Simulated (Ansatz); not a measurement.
## CH6GaNSi: geometry relaxation (part 2 of 2)

CH6GaNSi; RKS PBE/def2-SVP (Ansatz 0.2.0). It belongs to a series of runs on one base structure; here: start relaxed.

Geometry of the input (Å):
```
C  -0.6538  0.5907  -1.0013
Ga -0.4388  -0.5695  -0.4733
N  -0.0635  -1.4455  0.5629
Si 0.9670  -0.2998  1.6002
H  0.2060  0.9239  -1.5983
H  -1.1377  1.5446  -0.5209
H  -1.4205  0.1984  -1.7037
H  0.7057  -2.0652  0.1225
H  -0.0144  0.7217  2.1948
H  1.9331  0.3495  0.8201
```

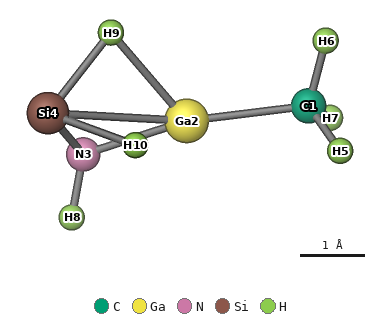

**Figure 1.** The geometry at step 17 of the log (ball-and-stick view, seen at a tilt; atoms are numbered from 1 in the order of the input).

## Trajectory as extended XYZ, continued
```
10
Properties=species:S:1:pos:R:3:forces:R:3 step=8 energy=-62852.73936
C    -0.8244    0.9448   -1.3498    0.1299  -0.1679   0.2459
Ga   -0.0549   -0.3620   -0.0719   -0.3432   0.2235  -0.4239
N     0.2723   -1.8235    0.9819   -0.1482   0.1998   0.2667
Si    1.2737   -0.4997    1.9497    0.0281  -0.5231   0.0490
H     0.0229    1.4257   -1.8873   -0.1601  -0.1117   0.0552
H    -1.2999    1.7045   -0.6950    0.0003   0.0202  -0.1059
H    -1.5749    0.5505   -2.0636    0.1345  -0.0744   0.0843
H     0.7330   -2.6868    0.6829    0.1358   0.0027  -0.1368
H    -0.0523    0.3750    1.9005   -0.1219   0.1461  -0.0176
H     1.5878    0.3203    0.5557    0.3447   0.2848  -0.0169
10
Properties=species:S:1:pos:R:3:forces:R:3 step=9 energy=-62852.76271
C    -0.8294    0.9501   -1.3233    0.0980  -0.1067   0.0232
Ga   -0.0356   -0.2842   -0.0111   -0.2906   0.3451  -0.3579
N     0.2331   -1.8269    0.9769    0.0480   0.1014   0.2820
Si    1.2548   -0.5836    1.9705   -0.2472   0.0813  -0.0024
H     0.0014    1.4010   -1.9093   -0.1474  -0.0958   0.0387
H    -1.3155    1.7558   -0.7350    0.0016  -0.0571  -0.0650
H    -1.5697    0.4753   -1.9983    0.0983   0.0238   0.0627
H     0.7591   -2.6390    0.6396    0.0555  -0.0672  -0.2128
H    -0.1395    0.3857    1.8494    0.6052  -0.1567  -0.1451
H     1.7243    0.3146    0.5436   -0.2214  -0.0681   0.3766
10
Properties=species:S:1:pos:R:3:forces:R:3 step=10 energy=-62852.77975
C    -0.8495    0.9421   -1.3211   -0.0529   0.0456  -0.2090
Ga   -0.0540   -0.2398    0.0071    0.2084   0.0658   0.4364
N     0.2033   -1.8221    0.9626    0.1638  -0.0625  -0.1725
Si    1.2547   -0.6772    2.0178   -0.2413   0.5828  -0.3939
H    -0.0243    1.3645   -1.9320   -0.0897  -0.0418   0.0044
H    -1.3573    1.7825   -0.7983    0.0378  -0.1901  -0.0703
H    -1.5641    0.3996   -1.9790    0.1127   0.1402   0.1371
H     0.7286   -2.6029    0.5359   -0.1230   0.1164  -0.0065
H     0.0144    0.4346    1.7885   -0.1487  -0.2301   0.3198
H     1.7311    0.3676    0.7216    0.1329  -0.4263  -0.0455
10
Properties=species:S:1:pos:R:3:forces:R:3 step=11 energy=-62852.84300
C    -0.8473    0.9410   -1.3321    0.0026   0.0083  -0.0470
Ga   -0.0570   -0.2287    0.0155    0.0752   0.0507   0.1471
N     0.2176   -1.8005    0.9598   -0.0399  -0.1415  -0.1131
Si    1.2497   -0.6324    2.0134    0.0127   0.1626  -0.1453
H    -0.0276    1.3666   -1.9447   -0.0361  -0.0144   0.0080
H    -1.3616    1.7710   -0.8066    0.0062  -0.0529  -0.0490
H    -1.5617    0.4035   -1.9860    0.0316   0.0209   0.0531
H     0.7283   -2.5806    0.5203   -0.0499   0.0671   0.0305
H    -0.0217    0.4086    1.8675    0.0069  -0.0442   0.0378
H     1.7644    0.3003    0.6960   -0.0092  -0.0566   0.0780
10
Properties=species:S:1:pos:R:3:forces:R:3 step=12 energy=-62852.84834
C    -0.8422    0.9358   -1.3390   -0.0212   0.0357   0.0504
Ga   -0.0410   -0.1708    0.0584   -0.0701  -0.1251  -0.0685
N     0.1987   -1.7966    0.9424   -0.0298   0.3590   0.0676
Si    1.2681   -0.6506    2.0053   -0.0605  -0.1358   0.1055
H    -0.0390    1.3550   -1.9748    0.0073  -0.0114  -0.0027
H    -1.3773    1.7722   -0.8497   -0.0033   0.0264  -0.0192
H    -1.5529    0.3614   -1.9617    0.0235  -0.0428   0.0090
H     0.6990   -2.5577    0.4722    0.0978  -0.1215  -0.0850
H    -0.0079    0.3952    1.9119    0.0227  -0.0111   0.0155
H     1.7775    0.3050    0.7379    0.0337   0.0265  -0.0726
10
Properties=species:S:1:pos:R:3:forces:R:3 step=13 energy=-62852.84940
C    -0.8434    0.9313   -1.3324   -0.0139   0.0549  -0.0471
Ga   -0.0430   -0.1626    0.0625   -0.0503   0.1885  -0.1006
N     0.1892   -1.7723    0.9236    0.0883  -0.2075   0.1455
Si    1.2659   -0.6629    2.0132   -0.0245  -0.0047  -0.0113
H    -0.0361    1.3385   -1.9708   -0.0037   0.0050  -0.0174
H    -1.3856    1.7756   -0.8670   -0.0171   0.0203  -0.0045
H    -1.5407    0.3331   -1.9480   -0.0028   0.0001  -0.0044
H     0.6866   -2.5328    0.4427    0.0026  -0.0482   0.0064
H     0.0059    0.3944    1.9360    0.0069   0.0025   0.0194
H     1.7843    0.3063    0.7430    0.0145  -0.0108   0.0141
10
Properties=species:S:1:pos:R:3:forces:R:3 step=14 energy=-62852.85269
C    -0.8463    0.9404   -1.3360   -0.0121  -0.0066  -0.0042
Ga   -0.0458   -0.1619    0.0632   -0.0025   0.0235  -0.0209
N     0.2001   -1.7840    0.9314    0.0143  -0.0066  -0.0064
Si    1.2632   -0.6646    2.0154    0.0084  -0.0113   0.0009
H    -0.0411    1.3411   -1.9817    0.0015  -0.0067   0.0050
H    -1.3859    1.7894   -0.8740    0.0070  -0.0091   0.0026
H    -1.5479    0.3409   -1.9462    0.0006   0.0081  -0.0016
H     0.6983   -2.5473    0.4527   -0.0116   0.0208   0.0186
H     0.0001    0.3926    1.9310    0.0000  -0.0101   0.0001
H     1.7884    0.3022    0.7472   -0.0055  -0.0019   0.0060
10
Properties=species:S:1:pos:R:3:forces:R:3 step=15 energy=-62852.85286
C    -0.8463    0.9404   -1.3381    0.0060  -0.0084   0.0173
Ga   -0.0419   -0.1579    0.0620    0.0033  -0.0064   0.0022
N     0.2043   -1.7831    0.9265    0.0135  -0.0060   0.0038
Si    1.2614   -0.6670    2.0185   -0.0208  -0.0092  -0.0234
H    -0.0425    1.3245   -1.9952    0.0032   0.0017  -0.0049
H    -1.3685    1.7994   -0.8755   -0.0010   0.0048  -0.0017
H    -1.5622    0.3452   -1.9350   -0.0059  -0.0012  -0.0054
H     0.7057   -2.5449    0.4501   -0.0042   0.0060   0.0023
H    -0.0069    0.3821    1.9360   -0.0027   0.0111   0.0102
H     1.7800    0.3101    0.7536    0.0087   0.0077  -0.0005
10
Properties=species:S:1:pos:R:3:forces:R:3 step=16 energy=-62852.85299
C    -0.8459    0.9397   -1.3374   -0.0055   0.0043  -0.0055
Ga   -0.0419   -0.1578    0.0622    0.0058  -0.0085   0.0096
N     0.2078   -1.7843    0.9235    0.0006   0.0023  -0.0038
Si    1.2578   -0.6677    2.0195   -0.0038  -0.0030  -0.0055
H    -0.0438    1.3118   -2.0036    0.0038  -0.0012  -0.0009
H    -1.3563    1.8072   -0.8778    0.0008   0.0025   0.0021
H    -1.5721    0.3487   -1.9263   -0.0021  -0.0020  -0.0002
H     0.7122   -2.5429    0.4452    0.0012  -0.0003   0.0020
H    -0.0128    0.3789    1.9387   -0.0010   0.0033   0.0024
H     1.7780    0.3152    0.7589    0.0002   0.0027  -0.0002
10
Properties=species:S:1:pos:R:3:forces:R:3 step=17 energy=-62852.85305
C    -0.8450    0.9385   -1.3379   -0.0199   0.0486  -0.0488
Ga   -0.0385   -0.1547    0.0620    0.0123  -0.0223   0.0260
N     0.2195   -1.7879    0.9106   -0.0207   0.0282   0.0025
Si    1.2466   -0.6724    2.0253    0.0117   0.0113   0.0032
H    -0.0477    1.2677   -2.0348   -0.0391  -0.0161   0.0316
H    -1.3124    1.8348   -0.8842    0.0204  -0.0366  -0.0231
H    -1.6076    0.3600   -1.8952    0.0327   0.0221   0.0271
H     0.7351   -2.5373    0.4310    0.0128  -0.0116  -0.0065
H    -0.0305    0.3659    1.9484   -0.0121  -0.0161  -0.0063
H     1.7635    0.3342    0.7779    0.0018  -0.0076  -0.0058
10
Properties=species:S:1:pos:R:3:forces:R:3 step=18 energy=-62852.85293 accepted=F
C    -0.8447    0.9395   -1.3378   -0.0200   0.0445  -0.0481
Ga   -0.0378   -0.1539    0.0621    0.0006  -0.0240   0.0168
N     0.2226   -1.7870    0.9102   -0.0161   0.0024  -0.0094
Si    1.2454   -0.6692    2.0262    0.0079  -0.0067   0.0107
H    -0.0492    1.2598   -2.0411   -0.0377  -0.0166   0.0316
H    -1.3035    1.8414   -0.8864    0.0209  -0.0386  -0.0207
H    -1.6143    0.3634   -1.8881    0.0326   0.0228   0.0255
H     0.7409   -2.5348    0.4308    0.0096  -0.0109  -0.0053
H    -0.0426    0.3566    1.9513    0.0276   0.0139  -0.0188
H     1.7660    0.3330    0.7758   -0.0253   0.0133   0.0176
10
Properties=species:S:1:pos:R:3:forces:R:3 step=19 energy=-62852.85330
C    -0.8450    0.9395   -1.3380   -0.0071   0.0179  -0.0150
Ga   -0.0393   -0.1557    0.0625    0.0027  -0.0070   0.0069
N     0.2213   -1.7885    0.9100   -0.0076   0.0104   0.0018
Si    1.2462   -0.6711    2.0260    0.0037   0.0044   0.0020
H    -0.0490    1.2620   -2.0378   -0.0136  -0.0074   0.0101
H    -1.3060    1.8388   -0.8859    0.0077  -0.0135  -0.0084
H    -1.6116    0.3630   -1.8902    0.0124   0.0087   0.0106
H     0.7394   -2.5365    0.4305    0.0061  -0.0052  -0.0037
H    -0.0356    0.3621    1.9470   -0.0036  -0.0056  -0.0025
H     1.7628    0.3351    0.7789   -0.0007  -0.0027  -0.0018
10
Properties=species:S:1:pos:R:3:forces:R:3 step=20 energy=-62852.85349
C    -0.8445    0.9405   -1.3381   -0.0026   0.0131  -0.0071
Ga   -0.0391   -0.1554    0.0631   -0.0043   0.0018  -0.0073
N     0.2298   -1.7908    0.9029    0.0012  -0.0074   0.0009
Si    1.2397   -0.6710    2.0301   -0.0005  -0.0019   0.0007
H    -0.0533    1.2318   -2.0574   -0.0203  -0.0090   0.0134
H    -1.2748    1.8578   -0.8918    0.0095  -0.0213  -0.0123
H    -1.6345    0.3737   -1.8672    0.0163   0.0148   0.0104
H     0.7576   -2.5320    0.4227   -0.0009   0.0025  -0.0005
H    -0.0523    0.3499    1.9496    0.0057   0.0029  -0.0028
H     1.7546    0.3444    0.7890   -0.0042   0.0045   0.0048
10
Properties=species:S:1:pos:R:3:forces:R:3 step=21 energy=-62852.85360
C    -0.8437    0.9416   -1.3380   -0.0028   0.0184  -0.0130
Ga   -0.0396   -0.1564    0.0634   -0.0106   0.0146  -0.0224
N     0.2407   -1.7947    0.8939    0.0161  -0.0227  -0.0021
Si    1.2310   -0.6708    2.0353   -0.0041  -0.0073   0.0007
H    -0.0599    1.1928   -2.0815   -0.0438  -0.0141   0.0313
H    -1.2341    1.8812   -0.8994    0.0177  -0.0479  -0.0252
H    -1.6635    0.3888   -1.8375    0.0342   0.0320   0.0167
H     0.7811   -2.5266    0.4123   -0.0121   0.0168   0.0075
H    -0.0728    0.3360    1.9511    0.0120   0.0041  -0.0020
H     1.7439    0.3571    0.8033   -0.0066   0.0061   0.0086
10
Properties=species:S:1:pos:R:3:forces:R:3 step=22 energy=-62852.85375
C    -0.8436    0.9415   -1.3380    0.0012   0.0087  -0.0026
Ga   -0.0395   -0.1567    0.0629   -0.0078   0.0122  -0.0171
N     0.2419   -1.7952    0.8927    0.0139  -0.0193  -0.0010
Si    1.2297   -0.6711    2.0362   -0.0054  -0.0050  -0.0022
H    -0.0617    1.1883   -2.0841   -0.0273  -0.0091   0.0178
H    -1.2290    1.8827   -0.9003    0.0107  -0.0292  -0.0159
H    -1.6665    0.3915   -1.8341    0.0205   0.0200   0.0094
H     0.7839   -2.5259    0.4111   -0.0108   0.0143   0.0064
H    -0.0742    0.3353    1.9506    0.0071   0.0016   0.0002
H     1.7421    0.3585    0.8060   -0.0020   0.0059   0.0051
10
Properties=species:S:1:pos:R:3:forces:R:3 step=23 energy=-62852.85401
C    -0.8426    0.9414   -1.3380   -0.0004   0.0073  -0.0072
Ga   -0.0389   -0.1578    0.0612   -0.0009   0.0038  -0.0005
N     0.2505   -1.7983    0.8849    0.0121  -0.0060  -0.0017
Si    1.2218   -0.6719    2.0408   -0.0072  -0.0009  -0.0046
H    -0.0705    1.1568   -2.1033   -0.0196  -0.0047   0.0127
H    -1.1951    1.8978   -0.9066    0.0068  -0.0174  -0.0117
H    -1.6888    0.4063   -1.8102    0.0153   0.0124   0.0074
H     0.8021   -2.5210    0.4025   -0.0079   0.0096   0.0053
H    -0.0883    0.3260    1.9512    0.0003  -0.0046   0.0018
H     1.7332    0.3697    0.8206    0.0015   0.0004  -0.0014
10
Properties=species:S:1:pos:R:3:forces:R:3 step=24 energy=-62852.85407
C    -0.8410    0.9411   -1.3380   -0.0238   0.0418  -0.0625
Ga   -0.0380   -0.1582    0.0585    0.0194  -0.0336   0.0382
N     0.2664   -1.8023    0.8712   -0.0044   0.0182  -0.0017
Si    1.2063   -0.6721    2.0499   -0.0016  -0.0067  -0.0180
H    -0.0878    1.1011   -2.1373   -0.0517  -0.0049   0.0482
H    -1.1354    1.9235   -0.9191    0.0157  -0.0459  -0.0320
H    -1.7275    0.4334   -1.7680    0.0524   0.0283   0.0277
H     0.8355   -2.5099    0.3871   -0.0019   0.0009   0.0046
H    -0.1160    0.3081    1.9550    0.0025  -0.0066  -0.0101
H     1.7205    0.3842    0.8438   -0.0065   0.0085   0.0056
10
Properties=species:S:1:pos:R:3:forces:R:3 step=25 energy=-62852.85423
C    -0.8401    0.9416   -1.3385   -0.0124   0.0161  -0.0306
Ga   -0.0363   -0.1586    0.0576    0.0050  -0.0180   0.0377
N     0.2665   -1.8021    0.8716    0.0221   0.0031  -0.0169
Si    1.2092   -0.6720    2.0485   -0.0280  -0.0036  -0.0029
H    -0.0910    1.0968   -2.1406   -0.0180  -0.0005   0.0163
H    -1.1293    1.9251   -0.9220    0.0068  -0.0124  -0.0117
H    -1.7293    0.4366   -1.7631    0.0205   0.0084   0.0124
H     0.8346   -2.5107    0.3878   -0.0004  -0.0034   0.0007
H    -0.1189    0.3002    1.9545    0.0097   0.0148   0.0049
H     1.7176    0.3918    0.8472   -0.0051  -0.0046  -0.0099
10
Properties=species:S:1:pos:R:3:forces:R:3 step=26 energy=-62852.85440
C    -0.8401    0.9420   -1.3384   -0.0028  -0.0026   0.0020
Ga   -0.0380   -0.1590    0.0591    0.0078  -0.0071   0.0154
N     0.2687   -1.8032    0.8697    0.0064   0.0080  -0.0011
Si    1.2060   -0.6723    2.0502   -0.0084  -0.0094  -0.0093
H    -0.0931    1.0927   -2.1416    0.0091   0.0005  -0.0085
H    -1.1252    1.9270   -0.9248   -0.0010   0.0113   0.0037
H    -1.7309    0.4391   -1.7595   -0.0081  -0.0067  -0.0016
H     0.8397   -2.5092    0.3855   -0.0024   0.0003   0.0028
H    -0.1199    0.3026    1.9551    0.0001   0.0007  -0.0024
H     1.7159    0.3891    0.8477   -0.0008   0.0050  -0.0010
```

## Summary

- outcome: converged
- total energy: −62852.8544 eV
- mean-field energy: −62852.8544 eV
- largest force (length of the vector) at the end: 0.019 eV/Å
- hardware: 4 threads of Arm Neoverse V1, 16 GiB of memory available, shared host
- wall time: 26 s (CPU time 93 s)
- peak memory: 0.15 GiB
